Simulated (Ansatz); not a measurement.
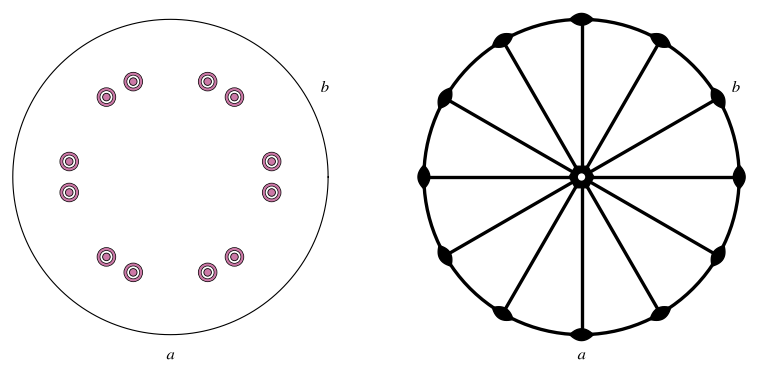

Stereographic projection: filled dots lie in the upper hemisphere, open rings in the lower; heavy lines are mirror planes (a heavy rim: a mirror in the plane of the page); lens, triangle, square and hexagon are 2-, 3-, 4- and 6-fold axes, a lens in an open square is −4, a triangle in an open hexagon −6; thin dashed diameters join the ends of axes that lie in the page; a small open circle marks inversion. The c axis points at the viewer. Left: one general form; right: the symmetry elements. Computed from the symmetry operations of a computed or model structure of composition Ti.

Question: Name the crystal class.

Answer: 6/mmm (D6h), order 24, hexagonal system: one sixfold axis, six twofold axes, seven mirror planes, an inversion centre.

Question: Can such a crystal be piezoelectric, pyroelectric or chiral?

Answer: It is centrosymmetric, so neither piezoelectric nor pyroelectric; it is not chiral.
